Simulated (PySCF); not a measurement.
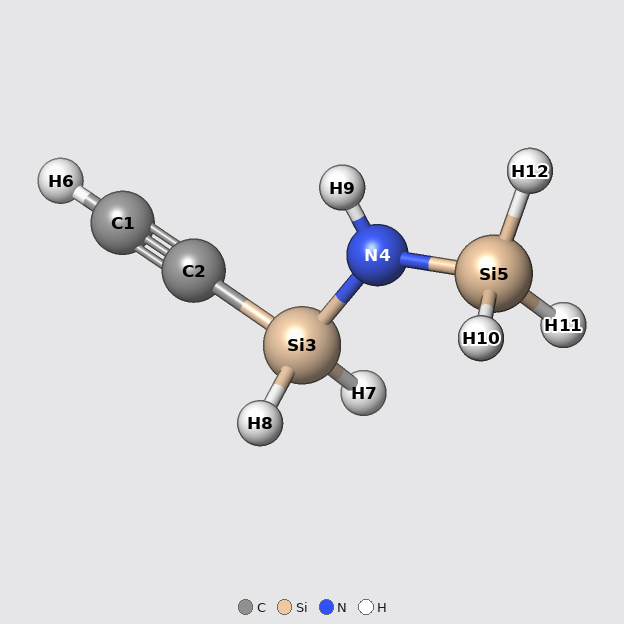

The geometry was computed by an optimisation with GFN2-xTB. No frequency run is at hand to confirm it as a minimum. Properties computed with delta-SCF UKS SCAN, pcX-2 on the ionised atom, pcseg-1 elsewhere, spin-free X2C (PySCF 2.14.0).

Give the core-electron binding energies (to vacuum; p and d levels without spin–orbit splitting) of C1 1s, C2 1s, Si3 1s, Si3 2p, N4 1s, Si5 1s, Si5 2p.

| atom | level | binding energy (eV) |
| --- | --- | --- |
| C1 | 1s | 290.5 |
| C2 | 1s | 290.3 |
| Si3 | 1s | 1847.2 |
| Si3 | 2p | 107.5 |
| N4 | 1s | 404.1 |
| Si5 | 1s | 1846.8 |
| Si5 | 2p | 107.2 |

The geometry is semi-empirical. Around Si such bond lengths and angles can be off by a tenth of an ångström or more and by several degrees, and values that hang on the shape move with them.
